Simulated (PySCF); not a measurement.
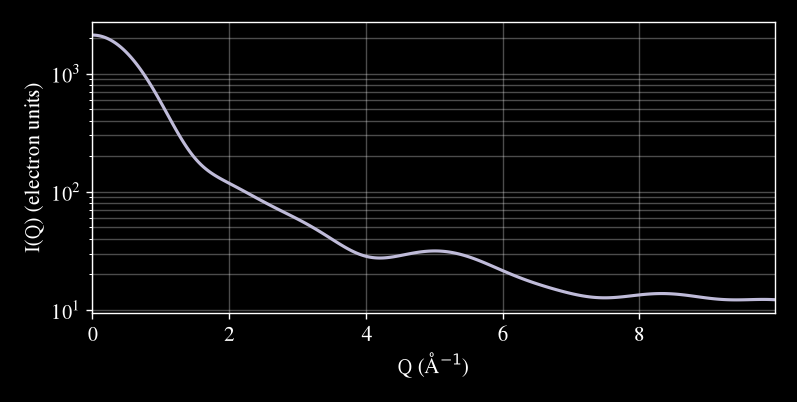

Elastic X-ray scattering of a randomly oriented, rigid molecule, calculated with the Debye equation from neutral-atom form factors (independent atoms, no Compton part, no vibration). The geometry is the end point of an optimisation (PySCF 2.14.0, density-fitted response routines, PBE0-D3(BJ)/def2-SVP geometry optimisation, gas phase); it may be a saddle point or a higher isomer. It contains N, B, C, H.

How many electrons does the independent-atom model of the molecule hold?

Answer. I(0) is the square of the electron number: I(0) = 2110, so about 46 electrons, the count of C3H9BN2.

What radius of gyration does the initial fall-off give?

Answer. From I(Q) ≈ I(0) exp(−Q²R²/3) at small Q, R ≈ 2.03 Å. It is larger than the electron-weighted radius of the nuclear positions alone (1.87 Å), because each atom's electron cloud adds to it.
